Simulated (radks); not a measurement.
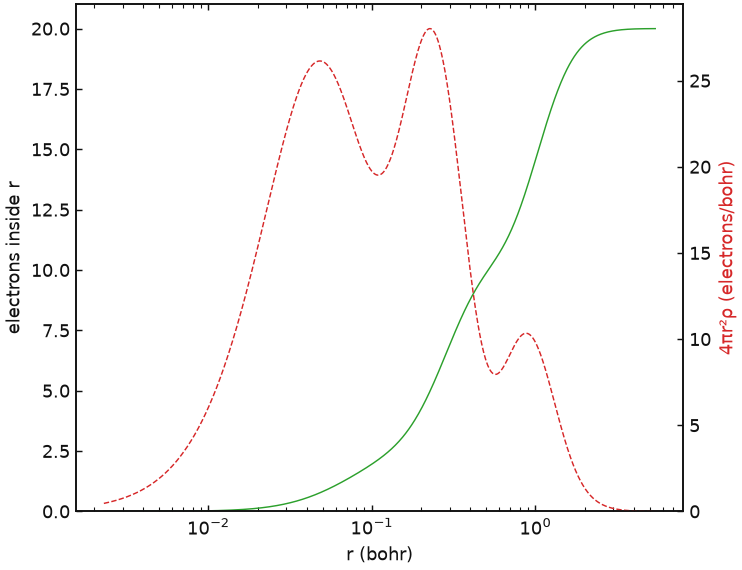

The titanium ion Ti²⁺; electrons: [Ar] 3d2. The calculation used the in-house radial solver radks at this level: scalar-relativistic Kohn-Sham, PBE, spin-unpolarised, spherical densities, finite nucleus.

The plot shows the number of electrons inside radius r (solid) and the radial density 4πr²ρ (dashed).

Describe it and give its main numbers.

The count levels off at 20 electrons. Half of them lie within 0.515 bohr, 90 % within 1.48 bohr and 99 % within 2.58 bohr. The radial density has minima at 0.109 and 0.572 bohr, where the count stands at 2.1 and 10.5; these part the shells that the density resolves.
